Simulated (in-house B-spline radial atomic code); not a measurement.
**Rh²⁺: excited configurations**

How much energy does it take to promote electrons of Rh²⁺ to other shells? Each configuration is solved by itself and compared with the reference.

Program: in-house B-spline radial atomic code version 1. Level of theory: Dirac-Hartree-Fock, average of configuration, Fermi nucleus, basis-set limit. These are calculated values, not measurements, unless marked.

### Step 1. The atom as given

* element: rhodium (Z = 45)
* charge: +2
* electrons: 43
* configuration: [Kr] 4d7
* Hamiltonian: Dirac-Coulomb
* nucleus: Fermi, rms radius 4.495 fm

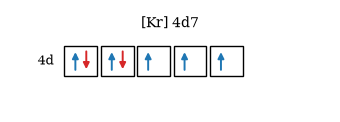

Outer shells as boxes.

The boxes draw the filling by Hund's rule, which heavy ions in jj coupling don't follow; these runs average over all states of the configuration.

Input settings:

```ini
Z = 45
electrons = 43.0
configuration = [Kr] 4d7
hamiltonian = dirac
method = hf
spin_polarised = False
nucleus = fermi
rms_radius = 4.4945
mass_number = 103
atomic_mass = 102.905494081
speed_of_light = 137.035999084
```

This reference run was done before. Its total energy is -4781.782849 hartree, and its levels are (the highest eight at most):

| orbital | occupation | energy (eV) | <r> (bohr) |
| --- | --- | --- | --- |
| 3p3/2 | 4 | -544.33 | 0.3917 |
| 3d3/2 | 4 | -357.96 | 0.3674 |
| 3d5/2 | 6 | -352.93 | 0.3708 |
| 4s1/2 | 2 | -122.31 | 0.9853 |
| 4p1/2 | 2 | -87.495 | 1.062 |
| 4p3/2 | 4 | -83.350 | 1.090 |
| 4d3/2 | 2.8 | -32.466 | 1.423 |
| 4d5/2 | 4.2 | -32.003 | 1.439 |

### Step 2. Run with [Kr] 4d6 8d1

Input settings:

```ini
Z = 45
electrons = 43.0
configuration = [Kr] 4d6 8d1
hamiltonian = dirac
method = hf
spin_polarised = False
nucleus = fermi
rms_radius = 4.4945
mass_number = 103
atomic_mass = 102.905494081
speed_of_light = 137.035999084
```

### Step 3. Configuration [Ar] 3d10 4s2 4p5 4d7 8d1

The settings differ from step 2 so:

```diff
@@ -2,3 +2,3 @@
 electrons = 43.0
-configuration = [Kr] 4d6 8d1
+configuration = [Ar] 3d10 4s2 4p5 4d7 8d1
 hamiltonian = dirac
```

### Step 4. Configuration [Kr] 4d6 6s1

The settings differ from step 3 so:

```diff
@@ -2,3 +2,3 @@
 electrons = 43.0
-configuration = [Ar] 3d10 4s2 4p5 4d7 8d1
+configuration = [Kr] 4d6 6s1
 hamiltonian = dirac
```

### Step 5. [Ar] 3d10 4s2 4p5 4d7 6g1

The settings differ from step 4 so:

```diff
@@ -2,3 +2,3 @@
 electrons = 43.0
-configuration = [Kr] 4d6 6s1
+configuration = [Ar] 3d10 4s2 4p5 4d7 6g1
 hamiltonian = dirac
```

### Step 6. Run with [Ar] 3d9 4s2 4p6 4d7 8f1

The settings differ from step 5 so:

```diff
@@ -2,3 +2,3 @@
 electrons = 43.0
-configuration = [Ar] 3d10 4s2 4p5 4d7 6g1
+configuration = [Ar] 3d9 4s2 4p6 4d7 8f1
 hamiltonian = dirac
```

### Step 7. Run with [Kr] 4d6 8s1

The settings differ from step 6 so:

```diff
@@ -2,3 +2,3 @@
 electrons = 43.0
-configuration = [Ar] 3d9 4s2 4p6 4d7 8f1
+configuration = [Kr] 4d6 8s1
 hamiltonian = dirac
```

### Step 8. Run with [Ar] 3d10 4s2 4p5 4d7 7g1

The settings differ from step 7 so:

```diff
@@ -2,3 +2,3 @@
 electrons = 43.0
-configuration = [Kr] 4d6 8s1
+configuration = [Ar] 3d10 4s2 4p5 4d7 7g1
 hamiltonian = dirac
```

### Step 9. Configuration [Ar] 3d9 4s2 4p6 4d7 6f1

The settings differ from step 8 so:

```diff
@@ -2,3 +2,3 @@
 electrons = 43.0
-configuration = [Ar] 3d10 4s2 4p5 4d7 7g1
+configuration = [Ar] 3d9 4s2 4p6 4d7 6f1
 hamiltonian = dirac
```

Before running: How far above the reference does each configuration lie (order and size, in eV)?

As calculated:

| net move | configuration | energy above the reference (eV) | with Breit, QED, recoil (eV) | largest <r> (bohr) |
| --- | --- | --- | --- | --- |
| 4d → 6s | [Kr] 4d6 6s1 | 19.554 | 19.571 | 5.60 |
| 4d → 8s | [Kr] 4d6 8s1 | 26.392 | 26.404 | 14.3 |
| 4d → 8d | [Kr] 4d6 8d1 | 27.683 | 27.694 | 19.5 |
| 4p → 6g | [Ar] 3d10 4s2 4p5 4d7 6g1 | 78.695 | 78.616 | 14.6 |
| 4p → 8d | [Ar] 3d10 4s2 4p5 4d7 8d1 | 79.083 | 79.004 | 19.4 |
| 4p → 7g | [Ar] 3d10 4s2 4p5 4d7 7g1 | 79.597 | 79.519 | 21.1 |
| 3d → 6f | [Ar] 3d9 4s2 4p6 4d7 6f1 | 337.94 | 337.85 | 15.3 |
| 3d → 8f | [Ar] 3d9 4s2 4p6 4d7 8f1 | 339.48 | 339.39 | 29.0 |

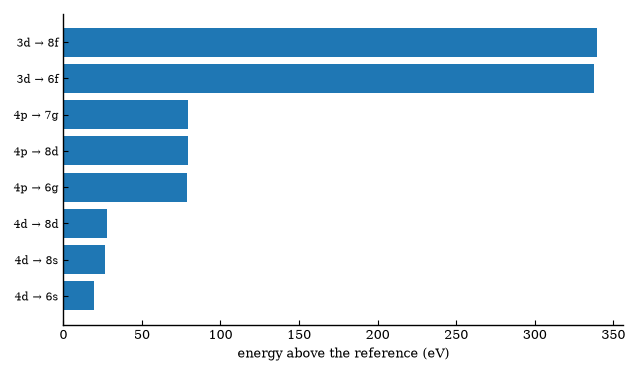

The configurations in order of energy, labelled by the net move of electrons.

Quantum defects of the promoted electron, δ = n − ζ/√(−2ε) with ζ = 3 and ε its orbital energy in hartree:

| promotion | δ |
| --- | --- |
| 4d → 6s | 2.685 |
| 4d → 8s | 2.662 |
| 4d → 8d | 1.618 |
| 4p → 6g | 0.002 |
| 4p → 8d | 1.628 |
| 4p → 7g | 0.002 |
| 3d → 6f | 0.090 |
| 3d → 8f | 0.105 |

**Reading.** The lowest of them is 4d → 6s at 19.554 eV and the highest 3d → 8f at 339.48 eV. Koopmans' estimate of the ionisation threshold is 32.003 eV; 5 configurations exceed it by over 2 % and could autoionise. Of those tabulated, the defect is largest for 6s (2.68) and least for 6g (0.00): low angular momentum penetrates the core, high angular momentum stays outside it. Two partly filled shells share a symmetry and can mix in the average, which may lower the energy, for: 4d → 8d; 4p → 8d; 3d → 6f; 3d → 8f. These are averages over configurations, without correlation, not spectroscopic levels.
